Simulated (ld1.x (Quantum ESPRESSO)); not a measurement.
Run report: Kr, pseudopotential generation (part 2 of 2)

The same run, continued: krypton (Kr, Z = 36), core [Ar], reference valence 3d10 4s2 4p6, valence charge 18. Method: TM potential, PBE, scalar-relativistic, made with ld1.x (Quantum ESPRESSO) 7.5.

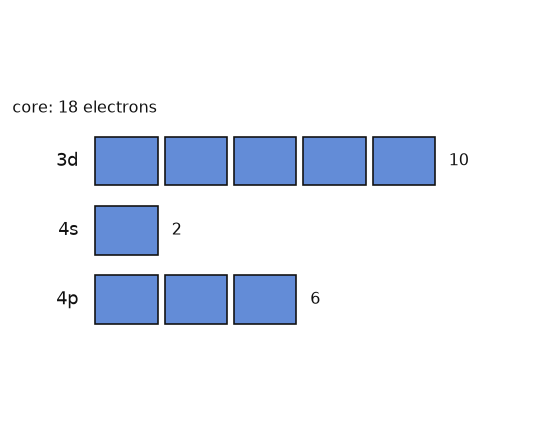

The valence shells of the reference configuration: a box for each of the 2l + 1 orbitals, shaded by the share of the shell that is filled, with the electron count at the right.

**Output of the test run (extracts), continued**
```
     ---------------------- Testing the pseudopotential ----------------------

     Kr
     scalar relativistic calculation

     atomic number is 36.00   valence charge is 18.00
     dft =PBE   lsd =0 sic =0 latt =0  beta=0.20 tr2=1.0E-14
     mesh =1217 r(mesh) = 101.13751 xmin = -7.00 dx = 0.01250

     n l     nl             e AE (Ry)        e PS (Ry)    De AE-PS (Ry)
     3 2     3D   1(10.00)       -8.94814       -8.92745       -0.02069  !
     1 0     4S   1( 2.00)       -4.34396       -4.34071       -0.00325
     2 1     4P   1( 3.00)       -3.18413       -3.18160       -0.00253

     eps = 3.8E-15  iter = 33

     Etot =   -5574.909222 Ry,   -2787.454611 Ha,  -75850.504059 eV
     Etotps =  -341.868119 Ry,    -170.934059 Ha,   -4651.352714 eV
     dEtot_ae =       5.625446 Ry
     dEtot_ps =       5.623792 Ry,   Delta E=       0.001655 Ry

     Ekin =     393.298072 Ry,     196.649036 Ha,    5351.092874 eV
     Encl =    -958.442338 Ry,    -479.221169 Ha,  -13040.272326 eV
     Ehrt =     243.772728 Ry,     121.886364 Ha,    3316.696934 eV
     Ecxc =     -31.482698 Ry,     -15.741349 Ha,    -428.343933 eV
     Epseu=      10.986117 Ry,       5.493059 Ha,     149.473737 eV

     ---------------------- End of pseudopotential test ----------------------

     ---------------------- Testing the pseudopotential ----------------------

     Kr
     scalar relativistic calculation

     atomic number is 36.00   valence charge is 18.00
     dft =PBE   lsd =0 sic =0 latt =0  beta=0.20 tr2=1.0E-14
     mesh =1217 r(mesh) = 101.13751 xmin = -7.00 dx = 0.01250

     n l     nl             e AE (Ry)        e PS (Ry)    De AE-PS (Ry)
     3 2     3D   1(10.00)      -10.13470      -10.10045       -0.03425  !
     1 0     4S   1( 2.00)       -5.35798       -5.35235       -0.00563  !
     2 1     4P   1( 2.00)       -4.14770       -4.14282       -0.00488

     eps = 6.3E-15  iter = 41

     Etot =   -5571.248243 Ry,   -2785.624121 Ha,  -75800.693905 eV
     Etotps =  -338.210091 Ry,    -169.105046 Ha,   -4601.582713 eV
     dEtot_ae =       9.286425 Ry
     dEtot_ps =       9.281819 Ry,   Delta E=       0.004606 Ry

     Ekin =     392.287878 Ry,     196.143939 Ha,    5337.348486 eV
     Encl =    -937.206561 Ry,    -468.603280 Ha,  -12751.344861 eV
     Ehrt =     227.335677 Ry,     113.667838 Ha,    3093.059450 eV
     Ecxc =     -30.574561 Ry,     -15.287281 Ha,    -415.988097 eV
     Epseu=       9.947476 Ry,       4.973738 Ha,     135.342309 eV

     ---------------------- End of pseudopotential test ----------------------

     ---------------------- Testing the pseudopotential ----------------------

     Kr
     scalar relativistic calculation

     atomic number is 36.00   valence charge is 18.00
     dft =PBE   lsd =0 sic =0 latt =0  beta=0.20 tr2=1.0E-14
     mesh =1217 r(mesh) = 101.13751 xmin = -7.00 dx = 0.01250

     n l     nl             e AE (Ry)        e PS (Ry)    De AE-PS (Ry)
     3 2     3D   1( 9.00)       -7.85943       -7.93091        0.07148  !
     1 0     4S   1( 2.00)       -2.69708       -2.68558       -0.01150  !
     2 1     4P   1( 6.00)       -1.57228       -1.56537       -0.00692  !

     eps = 3.3E-15  iter =112

     Etot =   -5573.635503 Ry,   -2786.817752 Ha,  -75833.174235 eV
     Etotps =  -340.553116 Ry,    -170.276558 Ha,   -4633.461188 eV
     dEtot_ae =       6.899165 Ry
     dEtot_ps =       6.938794 Ry,   Delta E=      -0.039629 Ry

     Ekin =     371.480431 Ry,     185.740215 Ha,    5054.248740 eV
     Encl =    -960.229253 Ry,    -480.114627 Ha,  -13064.584547 eV
     Ehrt =     263.920790 Ry,     131.960395 Ha,    3590.825276 eV
     Ecxc =     -31.796708 Ry,     -15.898354 Ha,    -432.616252 eV
     Epseu=      16.071625 Ry,       8.035812 Ha,     218.665595 eV

     ---------------------- End of pseudopotential test ----------------------

     ---------------------- Testing the pseudopotential ----------------------

     Kr
     scalar relativistic calculation

     atomic number is 36.00   valence charge is 18.00
     dft =PBE   lsd =0 sic =0 latt =0  beta=0.20 tr2=1.0E-14
     mesh =1217 r(mesh) = 101.13751 xmin = -7.00 dx = 0.01250

     n l     nl             e AE (Ry)        e PS (Ry)    De AE-PS (Ry)
     3 2     3D   1(10.00)       -6.96982       -6.95824       -0.01157  !
     1 0     4S   1( 1.00)       -2.55573       -2.55460       -0.00113
     2 1     4P   1( 6.00)       -1.48383       -1.48319       -0.00065

     eps = 2.2E-15  iter = 45

     Etot =   -5578.418116 Ry,   -2789.209058 Ha,  -75898.244998 eV
     Etotps =  -345.375618 Ry,    -172.687809 Ha,   -4699.074667 eV
     dEtot_ae =       2.116552 Ry
     dEtot_ps =       2.116293 Ry,   Delta E=       0.000259 Ry

     Ekin =     396.050890 Ry,     198.025445 Ha,    5388.546870 eV
     Encl =    -994.437251 Ry,    -497.218626 Ha,  -13530.008072 eV
     Ehrt =     274.237630 Ry,     137.118815 Ha,    3731.193040 eV
     Ecxc =     -33.080606 Ry,     -16.540303 Ha,    -450.084578 eV
     Epseu=      11.853720 Ry,       5.926860 Ha,     161.278073 eV

     ---------------------- End of pseudopotential test ----------------------

     ---------------------- Testing the pseudopotential ----------------------

     Kr
     scalar relativistic calculation

     atomic number is 36.00   valence charge is 18.00
     dft =PBE   lsd =0 sic =0 latt =0  beta=0.20 tr2=1.0E-14
     mesh =1217 r(mesh) = 101.13751 xmin = -7.00 dx = 0.01250

     n l     nl             e AE (Ry)        e PS (Ry)    De AE-PS (Ry)
     3 2     3D   1(10.00)       -6.40363       -6.40203       -0.00160
     1 0     4S   1( 2.00)       -2.08364       -2.08341       -0.00023
     2 1     4P   1( 5.50)       -1.04650       -1.04633       -0.00017

     eps = 9.3E-15  iter = 41

     Etot =   -5580.104259 Ry,   -2790.052129 Ha,  -75921.186142 eV
     Etotps =  -347.061465 Ry,    -173.530733 Ha,   -4722.011792 eV
     dEtot_ae =       0.430409 Ry
     dEtot_ps =       0.430445 Ry,   Delta E=      -0.000036 Ry

     Ekin =     395.138793 Ry,     197.569396 Ha,    5376.137155 eV
     Encl =   -1004.171395 Ry,    -502.085697 Ha,  -13662.447837 eV
     Ehrt =     283.161029 Ry,     141.580514 Ha,    3852.602061 eV
     Ecxc =     -33.531969 Ry,     -16.765985 Ha,    -456.225684 eV
     Epseu=      12.342077 Ry,       6.171039 Ha,     167.922513 eV

     ---------------------- End of pseudopotential test ----------------------
```

**Key numbers**

- outcome: generated, with a ghost state
- cutoffs needed: over 300 Ry and over 300 Ry (the cutoffs, on a coarse ladder, from which the occupation-weighted sum of valence levels, in a spherical-Bessel basis at the reference potential, stays within 10 and 1 mRy of its value at 400 Ry); ghost states and empty shells don't enter this sum
- ghost test: ghost states below the valence levels: s at -684.3 eV, p at -199.2 eV (spherical-Bessel basis up to 400 Ry, 20 bohr box)
- largest excitation error: -539 meV (all-electron minus pseudo) for 3d9 4s2 4p6, out of 7 test configurations
- range over which the phases arctan(r u′/u) at the test radius agree within 0.05 rad (a looser test near the poles than one of phase shifts): s: up to about 0.8 Ry; p: over the whole range computed; d: up to about 1.4 Ry
- hardware: 1 CPU thread, shared host
- wall time: 1.6 s

**Remarks**

The potential has a bound ghost state, so it can't be used as it stands. An excitation error of 539 meV in its own tests makes this a poorly transferable potential.
